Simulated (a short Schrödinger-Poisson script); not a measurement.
Stack: symmetric double-gate stack, SiO2 on p-type GaAs, at 300 K.

| layer | material | thickness (nm) | Na (cm⁻³) |
|---|---|---|---|
| 1 | SiO2 | 3.4 | - |
| 2 | GaAs | 10 | 1e16 |
| 3 | SiO2 | 3.4 | - |

Constants are typed, rounded textbook-type inputs, not results; the design itself was drawn at random and stands for no fabricated device. SiO2: permittivity 3.9, conduction-band edge (eV) 3.17, gap (eV) 9, electron mass (mₑ) 0.5. GaAs: permittivity 12.9, conduction-band edge (eV) 0, gap (eV) 1.424, Nv at 300 K (cm⁻³) 9e18.

Channel valleys (confinement mass, in-plane density-of-states mass, number): Γ 0.067, 0.067, 1. At the gates, both at one voltage, the conduction-band edge of layer 1 lies 3.34 eV − eVg above the Fermi level of the channel. Gaps are held at their typed values at every temperature. Mesh 0.03 nm at interfaces.

Solved with a short Schrödinger-Poisson script written for these runs: 1D Poisson equation in equilibrium, electrons quantum, Hartree plus LDA exchange-correlation (BenDaniel-Duke, 12 states a valley, the channel's in-plane mass for all, wave functions free to enter the dielectric), parabolic valleys, classical holes, full ionisation, no traps, pinning or gate leakage.

Only gate voltages with over 1e8 electrons/cm² are shown.

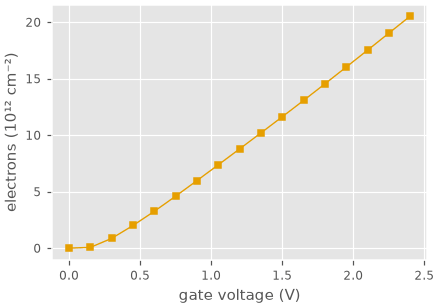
Fig. 1. Sheet density against gate voltage

```csv
Vg (V),electrons (cm⁻²),C (μF/cm²),Γ E0 (meV),Γ E1 (meV)
0,2.41e8,< 0.003,207.3,322.9
0.15,6.97e10,0.351,59.6,175.3
0.3,8.64e11,1.13,-20.5,92.0
0.45,2.01e12,1.29,-65.1,42.4
0.6,3.26e12,1.39,-99.4,2.8
0.75,4.60e12,1.46,-127.2,-29.8
0.9,5.98e12,1.48,-151.8,-59.1
1.05,7.37e12,1.50,-175.3,-86.9
1.2,8.78e12,1.51,-198.5,-114.1
1.35,1.02e13,1.52,-221.2,-140.8
1.5,1.16e13,1.53,-243.4,-166.6
1.65,1.31e13,1.56,-264.3,-191.1
1.8,1.45e13,1.58,-283.7,-214.0
1.95,1.60e13,1.59,-302.0,-235.6
2.1,1.75e13,1.60,-319.4,-256.3
2.25,1.90e13,1.61,-336.5,-276.5
2.4,2.05e13,1.61,-353.4,-296.5
```

Subbands count from the Fermi level. The capacitance is that of both gates.

Above a few 1e12 electrons/cm² a light Γ valley is non-parabolic and upper valleys begin to fill, which the model leaves out.
